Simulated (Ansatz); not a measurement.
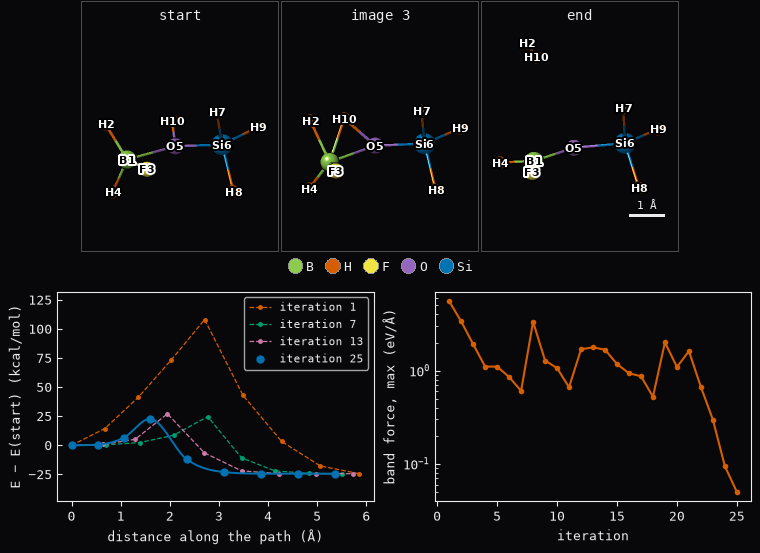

A nudged-elastic-band calculation for BSiH6OF. Images are numbered from 0 (start) to 8 (end). The plot follows the band through its iterations. A ball-and-stick model, seen from a free direction.

These are results of Ansatz 0.2.0, RKS PBE0-D4/6-31G*, not measurements. Set-up: 7 movable images; climbing image; force threshold 0.05 eV/Å; iteration limit 56; starting path through a guess of the saddle point.

How did the profile develop, and is the result final?

Answer. The result is final at these settings. The band converged in 25 iterations. The largest component of the band force went from 5.5 to 0.05 eV/Å. The climbing image converged on the top of the path. Its vibrational analysis gives one imaginary mode (1467i cm⁻¹), as a transition state must have. The first iteration put the highest image at 108.1 kcal/mol. The highest point, image 3, lies 22.7 kcal/mol above the start and 47.1 kcal/mol above the end; the end is at −24.4 kcal/mol relative to the start.
